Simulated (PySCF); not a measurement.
**MoCl2: relaxation and vibrations of the quintet**

The task is one start of a wider search on MoCl2: the quintet, from a PBE minimum start. It is relaxed, tested by its Hessian and followed downhill if it is a saddle.

The runs use PySCF 2.14.0; PBE, basis Mo def2-SVP with ECP28, Cl def2-SVP, scalar-relativistic core potentials, no spin–orbit coupling, density fitting.

**1. Where the work starts**

3 atoms, charge 0, spin multiplicity 5.

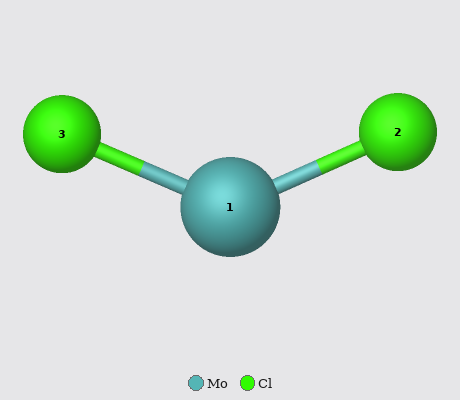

Start geometry, drawn with molybdenum teal, chlorine green; atoms are numbered from 1 in the order of the file.

```xyz
3
charge 0 multiplicity 5
Mo   -0.3727    0.1023    0.0000
Cl    0.5126   -0.1407    2.0868
Cl    0.5126   -0.1407   -2.0868
```

**2. First SCF at the start**

The steps below are one call of a driver around PySCF. For each, scf.py gives the equivalent set-up of the SCF; relaxations use the driver's own optimiser. After this first run the driver tries any further starts and a stability analysis.

Input file scf.py:

```python
from pyscf import gto, scf, dft
mol = gto.M(atom='''
Mo    -0.372695     0.102297     0.000000
Cl     0.512623    -0.140704     2.086834
Cl     0.512623    -0.140704    -2.086834''',
    basis={'Mo': 'def2-SVP', 'Cl': 'def2-SVP'},
    ecp={'Mo': 'def2-SVP'},
    charge=0, spin=4)
mf = dft.UKS(mol, xc='PBE')
mf.grids.atom_grid = (50, 194)
aux = {'Mo': 'def2-universal-JKFIT', 'Cl': 'def2-universal-JKFIT'}
mf = mf.density_fit(auxbasis=aux)
mf.conv_tol = 1e-08
mf.diis_space = 10
mf.max_cycle = 60
mf.init_guess = 'minao'
mf.verbose = 4
mf.kernel()
```

On the command line:

```bash
$ OMP_NUM_THREADS=2 python axn.py task.json out
```

What it wrote:

```text
init E= -980.627649113947
[... the frontier-level lines of each cycle are left out ...]
cycle= 1 E= -987.932182155696  delta_E= -7.3  |g|= 0.305  |ddm|= 2.18
cycle= 2 E= -987.879788066615  delta_E= 0.0524  |g|= 0.43  |ddm|= 1.06
cycle= 3 E= -987.966963059887  delta_E= -0.0872  |g|= 0.215  |ddm|= 0.755
cycle= 4 E= -987.995148155714  delta_E= -0.0282  |g|= 0.0354  |ddm|= 0.261
cycle= 5 E= -987.995887397904  delta_E= -0.000739  |g|= 0.0125  |ddm|= 0.0571
cycle= 6 E= -987.995969795826  delta_E= -8.24e-05  |g|= 0.00107  |ddm|= 0.0142
cycle= 7 E= -987.995971118396  delta_E= -1.32e-06  |g|= 0.000559  |ddm|= 0.00309
cycle= 8 E= -987.995971358344  delta_E= -2.4e-07  |g|= 0.000104  |ddm|= 0.00109
cycle= 9 E= -987.995971366991  delta_E= -8.65e-09  |g|= 1.29e-05  |ddm|= 0.000202
Extra cycle  E= -987.99597136702  delta_E= -2.91e-11  |g|= 1.1e-05  |ddm|= 3e-05
converged SCF energy = -987.99597136702  <S^2> = 6.0213184  2S+1 = 5.0085201
```

This step, with its further starts and checks, ran for 20 s (2 threads of Arm Neoverse N1, shared host).

The starts that the driver tried:

```csv
start,energy (Eh)
the minimal-basis guess,-987.995971
a thermally smeared density,-987.995971
a smeared PBE density,-987.995971
```

No lower solution of this spin turned up from the other starts or in the test of internal stability.

**3. Relaxation: PBE minimum start, quintet**

The program finds C2v symmetry in the start, which this walk keeps. The walk stops when the largest gradient is under 0.0003 Eh/bohr and the energy has settled too.

Changes to scf.py since step 2:

```diff
@@ -3,3 +3,3 @@
-Mo    -0.372695     0.102297     0.000000
-Cl     0.512623    -0.140704     2.086834
-Cl     0.512623    -0.140704    -2.086834''',
+Mo    -0.368899     0.101255     0.000000
+Cl     0.516419    -0.141746     2.086834
+Cl     0.516419    -0.141746    -2.086834''',
@@ -16 +15,0 @@
-mf.init_guess = 'minao'
```

The optimiser's trace:

```csv
step,energy (Eh),change (kJ/mol),largest symmetric gradient (Eh/bohr)
0,-987.995971,0.00,0.00027
```

The walk took 1.6 s.

It settles in C2v symmetry, 0.0 kJ/mol below the start, after 0 steps: Mo–Cl 2.280 Å (×2); Cl–Mo–Cl 132.5°.

**4. Hessian and properties**

The point is checked on the finer grid, and tightened if its gradient asks for it. The Hessian and the dipole derivatives come from central differences of analytic gradients, with steps of 0.02 bohr.

Changes to scf.py since step 3:

```diff
@@ -3,3 +3,3 @@
-Mo    -0.368899     0.101255     0.000000
-Cl     0.516419    -0.141746     2.086834
-Cl     0.516419    -0.141746    -2.086834''',
+Mo    -0.368808     0.101230     0.000000
+Cl     0.516374    -0.141734     2.086627
+Cl     0.516374    -0.141734    -2.086627''',
@@ -10 +10 @@
-mf.grids.atom_grid = (50, 194)
+mf.grids.atom_grid = (75, 302)
@@ -13 +13 @@
-mf.conv_tol = 1e-08
+mf.conv_tol = 1e-10
```

This SCF starts from the last density.

SCF at the final geometry:

```text
init E= -987.996019168998
[... the frontier-level lines of each cycle are left out ...]
cycle= 1 E= -987.996019168995  delta_E= 2.5e-12  |g|= 1.95e-06  |ddm|= 3.25e-06
Extra cycle  E= -987.99601916898  delta_E= 1.55e-11  |g|= 5.6e-06  |ddm|= 8.56e-06
converged SCF energy = -987.99601916898  <S^2> = 6.0213046  2S+1 = 5.0085146
```

The whole step took 30 s.

Geometry: C2v; Mo–Cl 2.280 Å (×2); Cl–Mo–Cl 132.5°.

Modes, for the most abundant isotopes:

```tsv
symmetry	ω (cm⁻¹)	IR (km/mol)	μ (u)
a1	69	2.9	43.34
a1	368	13.5	37.79
b2	413	78.5	46.05
```

No imaginary mode, so this is a minimum.

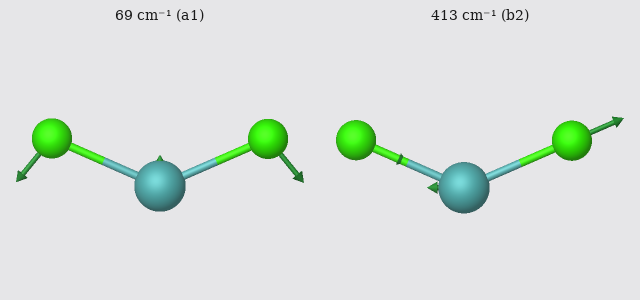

Displacements of 2 of the modes, as arrows (one member where a mode is degenerate).

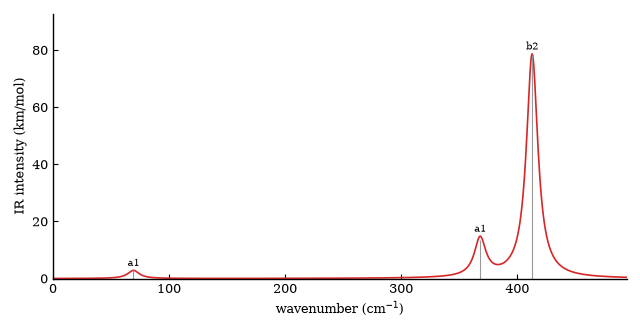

The harmonic infrared spectrum (widths in cm⁻¹). Lines are broadened to a width of 12 cm⁻¹ (Lorentzian).

Properties at this point:

* Dipole moment: 1.81 D
* Highest occupied level: -5.11 eV
* Lowest empty level: -4.46 eV
* Rotational constants: 0.4904, 0.05536, 0.04974 cm⁻¹
* Zero-point energy: 5.1 kJ/mol
* Principal polarisabilities: 47.7, 55.8, 80.5 bohr³
* Atomisation energy without zero-point energy: 789 kJ/mol
* Principal traceless quadrupole moments about the centre of mass: -5.65, 1.90, 3.75 D Å
* Entropy at 298.15 K and 1 bar (electronic part: spin only): 317.4 J/(mol K)
* Heat capacity Cp at 298.15 K: 54.0 J/(mol K)
* Enthalpy at 298.15 K above 0 K: 13.68 kJ/mol
* Rotational symmetry number: 2
* Spin squared ⟨S²⟩: 6.021

Populations by atom (charges in e):

```csv
atom,Mulliken,Löwdin,polar tensor,spin (Mulliken),Mayer order to Mo1
Mo1,0.37,-0.34,0.95,3.99,–
"Cl2,3",-0.19,0.17,-0.48,0.00,1.33
```

Outer orbital energies (eV). α occupied: -8.69, -8.48, -8.21, -8.11, -5.94, -5.94, -5.74, -5.11; empty: -4.46, -2.14, -0.97, 0.14. β occupied: -20.05, -19.84, -9.65, -9.06, -8.26, -8.18, -8.04, -7.95; empty: -3.50, -3.22, -3.16, -3.15.

Mulliken populations on Mo1 (outside its core potential): s 2.61, p 6.36, d 4.64, f 0.01.

**5. Summary of results**

```
                                          quantity                                value
                                           minimum                         quintet, C2v
                                          geometry  Mo–Cl 2.280 Å (×2); Cl–Mo–Cl 132.5°
                                wavenumbers (cm⁻¹)          69 (a1), 368 (a1), 413 (b2)
                                     dipole moment                               1.81 D
highest occupied, lowest empty level (either spin)                      -5.11, -4.46 eV
                        polar-tensor charge of Mo1                              +0.95 e
                                 zero-point energy                           5.1 kJ/mol
                               entropy at 298.15 K                      317.4 J/(mol K)
         atomisation energy (no zero-point energy)                           789 kJ/mol
                                              ⟨S²⟩                                6.021
```

What this shows: The PBE minimum start keeps its C2v symmetry and ends in a minimum. The strongest infrared band lies at 413 cm⁻¹ (b2, stretch). Most of the spin sits on Mo1 (Mulliken spin 3.99, against 4 for the whole molecule). Other starts or spin states, not run here, may lie lower. One determinant may miss the lowest occupation of an open d or f shell.

The search up to here took 51 s.
